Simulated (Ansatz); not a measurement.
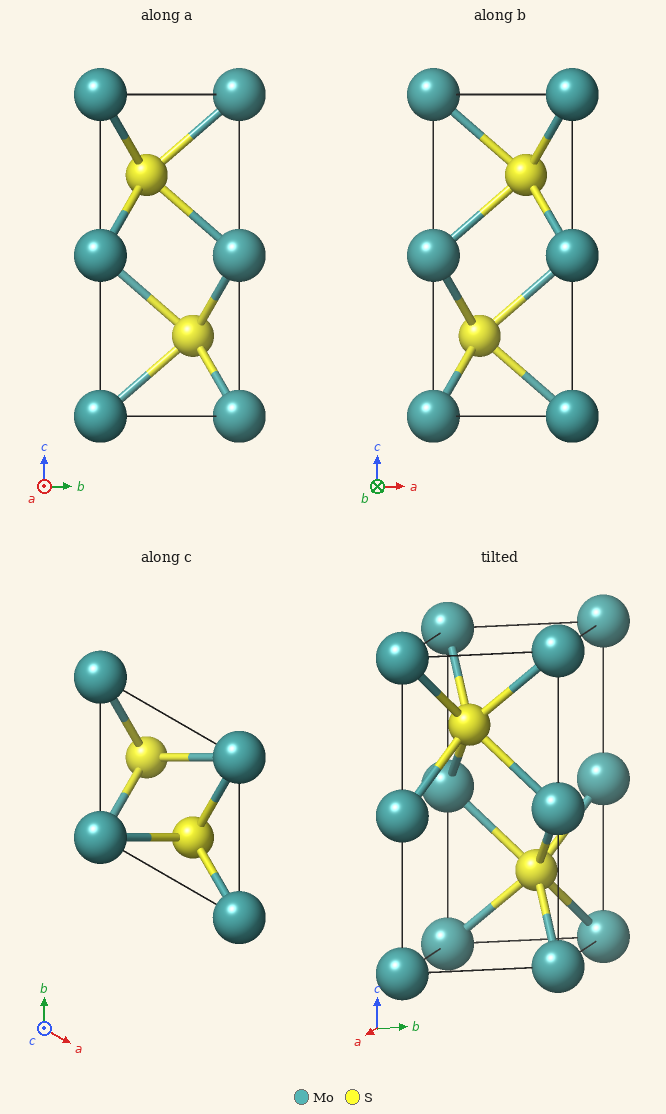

View along the a axis, along the b axis, along the c axis and slightly off an axis, drawn as a ball-and-stick model. The box is the conventional unit cell; atoms on or close to its faces, edges and corners are drawn wherever they repeat.

Lattice parameters: a = 3.190 Å, b = 3.190 Å, c = 6.404 Å, α = 90.00°, β = 90.00°, γ = 120.00°. Put a along x and b in the xy plane.

> From the views, write a POSCAR file.

```
Mo S
1.0
     3.190    0.000    0.000
    -1.595    2.763    0.000
     0.000    0.000    6.404
Mo S
2 2
Direct
  0.0000 0.0000 0.0000
  0.0000 0.0000 0.5000
  0.3333 0.6667 0.2500
  0.6667 0.3333 0.7500
```

The structure was taken from a structure type filled with these elements by a generator (whether the compound takes this form wasn't checked). Earlier steps of the study, as a rule a relaxation of our own, may have changed the cell and positions, so they can lie some per cent off the listed ones. Ansatz was used for an electronic-structure calculation on it.
